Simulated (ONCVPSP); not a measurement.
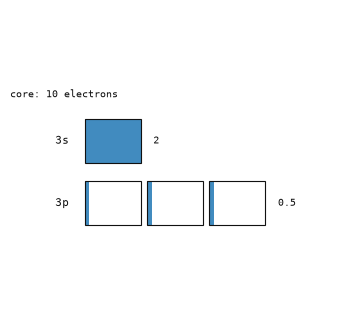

Fig. 1: The valence shells of the reference configuration: a box for each of the 2l + 1 orbitals, shaded by the share of the shell that is filled, with the electron count at the right. The shells are those of the unaltered input.

# Pseudopotential generation, with input and output: Si

Silicon (Si, Z = 14), core [Ne], reference valence 3s2 3p0.5 (an ion of charge +1.5), valence charge 4. (This line and the method describe the unaltered input from which the odd one was made.) Computed at this level: ONCV potential, PBE, scalar-relativistic, made with ONCVPSP 4.0.1.

**Input**
```
# ATOM AND REFERENCE CONFIGURATION
# atsym  z   nc   nv     iexc    psfile
  Si 14.00    3    2        4      upf
#
#   n    l    f
    1    0    2.00
    2    0    2.00
    2    1    6.00
    3    0    2.00
    3    1    0.50
#
# PSEUDOPOTENTIAL AND OPTIMIZATION
# lmax
    2
#
#   l,   rc,      ep,       ncon, nbas, qcut
    0    1.35    0.00    4    9    6.20
    1    4.80    0.00    5    8    3.90
    2    1.95    0.17    4    7    4.90
#
# LOCAL POTENTIAL
# lloc, lpopt,  rc(5),   dvloc0
    4    1    0.95    3.00
#
# VANDERBILT-KLEINMAN-BYLANDER PROJECTORs
# l, nproj, debl
    0    1    1.00
    1    2    1.70
    2    2    0.80
#
# MODEL CORE CHARGE
# icmod, fcfact, rcfact
    0    0.00    0.00
#
# LOG DERIVATIVE ANALYSIS
# epsh1, epsh2, depsh
   -2.00    5.00    0.02
#
# OUTPUT GRID
# rlmax, drl
    6.00    0.01
#
# TEST CONFIGURATIONS
# ncnf
    4
# nvcnf
#   n    l    f
    2
    3    0    2.00
    3    1    2.00
#
    2
    3    0    2.00
    3    1    1.00
#
    2
    3    0    2.00
    3    1    0.00
#
    2
    3    0    1.00
    3    1    2.00
#
```

Hardware: 1 CPU thread, shared host.

Run as:
```bash
oncvpsp.x < Si.dat > Si.out
```

**Output (extracts)**
```
ONCVPSP  (Optimized Norm-Conservinng Vanderbilt PSeudopotential)
scalar-relativistic version 4.0.1

#   n    l    f        energy (Ha)
    1    0    2.00    -6.6201592E+01
    2    0    2.00    -5.6829217E+00
    2    1    6.00    -4.0691831E+00
    3    0    2.00    -8.6936876E-01
    3    1    0.50    -5.8616135E-01

Reference configufation results
  iterations    26
  all-electron total energy (Ha)   -2.89299202D+02

Begin loop to  construct optimized pseudo wave functions
and semi-local pseudopoentials for all angular momenta

Calculating optimized projector #   1

 for l=   0

    Fraction of norm inside rc  0.171923
    Optimizing pswf for qcut=   6.20 a_B^-1,  ecut=  19.24 Ha
    Residual kinetic energy error=  3.90D-04 Ha

    Energy error per electron        Cutoff
         Ha          eV             Ha
         0.01000     0.27211        5.12
         0.00100     0.02721       15.65
         0.00010     0.00272       81.95
         0.00001     0.00027      134.08

WARNING wellstate: moderately localized bound state found for n= 4 l=  1
WARNING scattering state with energy  0.05000000
WARNING will be used for the first projector

   Wellstate for l =  1  n =  5
     eigenvalue =   0.0500
     asymptotic potential =   0.5500
     half-point radius = 11.0151

Calculating optimized projector #   1

 for l=   1

    Fraction of norm inside rc  0.984386
    Optimizing pswf for qcut=   3.90 a_B^-1,  ecut=   7.61 Ha
    Residual kinetic energy error=  3.03D-10 Ha

    Energy error per electron        Cutoff
         Ha          eV             Ha
         0.01000     0.27211        2.29
         0.00100     0.02721        3.29
         0.00010     0.00272        4.11
         0.00001     0.00027        4.82

Calculating optimized projector #   2

 for l=   1

    Fraction of norm inside rc  0.279670
    Optimizing pswf for qcut=   3.90 a_B^-1,  ecut=   7.61 Ha
    Residual kinetic energy error=  1.51D-08 Ha

    Energy error per electron        Cutoff
         Ha          eV             Ha
         0.01000     0.27211        2.29
         0.00100     0.02721        3.50
         0.00010     0.00272        4.62
         0.00001     0.00027        5.55

WARNING wellstate: moderately localized bound state found for n= 3 l=  2
WARNING scattering state with energy  0.05000000
WARNING will be used for the first projector

   Wellstate for l =  2  n =  4
     eigenvalue =   0.0500
     asymptotic potential =   0.5500
     half-point radius =  8.2943

   Wellstate for l =  2  n =  4
     eigenvalue =   0.8500
     asymptotic potential =   1.3500
     half-point radius =  3.4153

Calculating optimized projector #   1

 for l=   2

    Fraction of norm inside rc  0.135943
    Optimizing pswf for qcut=   4.90 a_B^-1,  ecut=  12.01 Ha
    Residual kinetic energy error=  5.45D-04 Ha

    Energy error per electron        Cutoff
         Ha          eV             Ha
         0.01000     0.27211        6.75
         0.00100     0.02721       11.00
         0.00010     0.00272       32.58
         0.00001     0.00027       44.46

Calculating optimized projector #   2

 for l=   2

    Fraction of norm inside rc  0.274906
    Optimizing pswf for qcut=   4.90 a_B^-1,  ecut=  12.01 Ha
    Residual kinetic energy error=  5.18D-03 Ha

    Energy error per electron        Cutoff
         Ha          eV             Ha
         0.01000     0.27211       10.87
         0.00100     0.02721       14.67
         0.00010     0.00272       27.72
         0.00001     0.00027       45.35

Construct Vanderbilt / Kleinmman-Bylander projectors

B matrix Hermiticity error, ll=   1
   1   2   -1.1025E-05

  Orthonormal projector coefficients  1.6356E+00 -4.5647E-01

B matrix Hermiticity error, ll=   2
   1   2   -1.8687E-05

  Orthonormal projector coefficients -4.0795E+00 -1.2654E+00

Pseudoatom total energy   -3.203790

Diagnostic tests using Vanderbilt-Kleinman-Bylander pseudopotentials
  1 or more projectors used as specified by nproj input data

   l    rcore       rmatch      e in        delta e   norm test  slope test

   0   1.3504671   1.3914702  -0.8693688   0.0000013   1.0000058   0.9999986

   1   4.8001622   4.9459055  -0.5861614  -0.0000000   1.0000288   1.0000274
   1   4.8001622   4.9459055   0.0500000   0.0000002   1.0000050   1.0000050

   2   1.9568557   2.0162701   0.0500000   0.0000047   1.0000419   1.0000419
   2   1.9568557   2.0162701   0.8500000   0.0000016   1.0000941   1.0000941

 Testing for bound ghosts
   n   l    E NL Schr. Eq   E Basis Diag.   E Cutoff

   1   0       -0.869367       -0.841462    142.22

   2   1       -0.586161       -0.586083     13.26

   3   2       -0.254875       -0.222081     67.15

 Testing for highly-localized positive-energy ghosts
       l    <radius>/rc     E Basis Diag.   E Cutoff

       0        0.984297        1.066333    142.22  WARNING - GHOST(+)

Test configuration 0

   n   l     f        eae           eps        diff
   1   0  2.0000  -66.20159222
   2   0  2.0000   -5.68292168
   2   1  6.0000   -4.06918309
   3   0  2.0000   -0.86936876   -0.86936744    1.32D-06
   3   1  0.5000   -0.58616135   -0.58616138   -2.98D-08

    Total energies and differences
      AE_ref= -2.89299202D+02  AE_tst= -2.89299202D+02  dif=  0.00D+00
      PS_ref= -3.20378972D+00  PS_tst= -3.20378972D+00  dif= -3.55D-15
      PSP excitation error=  3.55D-15

Test configuration 1

   n   l     f        eae           eps        diff
   1   0  2.0000  -65.63199305
   2   0  2.0000   -5.12654738
   2   1  6.0000   -3.51173570
   3   0  2.0000   -0.39736459   -0.39784248   -4.78D-04
   3   1  2.0000   -0.14998149   -0.15109868   -1.12D-03

    Total energies and differences
      AE_ref= -2.89299202D+02  AE_tst= -2.89836820D+02  dif= -5.38D-01
      PS_ref= -3.20378972D+00  PS_tst= -3.74286357D+00  dif= -5.39D-01
      PSP excitation error=  1.46D-03

Test configuration 2

   n   l     f        eae           eps        diff
   1   0  2.0000  -65.98789348
   2   0  2.0000   -5.47570426
   2   1  6.0000   -3.86146401
   3   0  2.0000   -0.69950321   -0.70007574   -5.73D-04
   3   1  1.0000   -0.42834919   -0.42926782   -9.19D-04

    Total energies and differences
      AE_ref= -2.89299202D+02  AE_tst= -2.89552380D+02  dif= -2.53D-01
      PS_ref= -3.20378972D+00  PS_tst= -3.45723495D+00  dif= -2.53D-01
      PSP excitation error=  2.68D-04

Test configuration 3

   n   l     f        eae           eps        diff
   1   0  2.0000  -66.43699071
   2   0  2.0000   -5.90942986
   2   1  6.0000   -4.29635628
   3   0  2.0000   -1.04868596   -1.04757627    1.11D-03

    Total energies and differences
      AE_ref= -2.89299202D+02  AE_tst= -2.88964655D+02  dif=  3.35D-01
      PS_ref= -3.20378972D+00  PS_tst= -2.86959622D+00  dif=  3.34D-01
      PSP excitation error=  3.54D-04

Test configuration 4

   n   l     f        eae           eps        diff
   1   0  2.0000  -66.04811752
   2   0  2.0000   -5.53439407
   2   1  6.0000   -3.91967389
   3   0  1.0000   -0.72644023   -0.72698798   -5.48D-04
   3   1  2.0000   -0.45152759   -0.45282827   -1.30D-03

    Total energies and differences
      AE_ref= -2.89299202D+02  AE_tst= -2.89279311D+02  dif=  1.99D-02
      PS_ref= -3.20378972D+00  PS_tst= -3.18470311D+00  dif=  1.91D-02
      PSP excitation error=  8.05D-04
```

**What the run reported**

- outcome: generated
- ghost flags of the generator: 0 GHOST(-), 1 GHOST(+)
- largest excitation error printed: 40 meV
- wall time: 3.2 s

**What is odd here**

The input is odd on purpose: rc of l = 1 set to 4.80 bohr. The program ran to the end. The all-electron atom is untouched: its total energy equals that from the unaltered input (−289.2992 Ha). The pseudo-atom's total energy moves by +0.0013 Ha, so the potential, or the configuration in which it is tested, is another one. Warnings of the program, in the generation or the tests: wellstate: moderately localized bound state found for n= 3 l= 2; wellstate: moderately localized bound state found for n= 4 l= 1.
